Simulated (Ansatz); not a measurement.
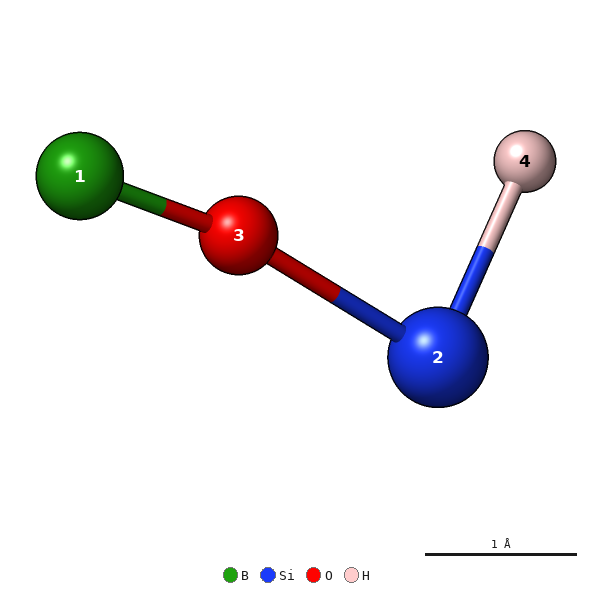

The atoms are numbered. The geometry was computed by an optimisation with PBE-D4/def2-SVP. No frequency run is at hand to confirm it as a minimum.

Give these bond angles: O3–Si2–H4, B1–O3–Si2.

```csv
angle,degrees
O3–Si2–H4,93.9
B1–O3–Si2,169.7
```
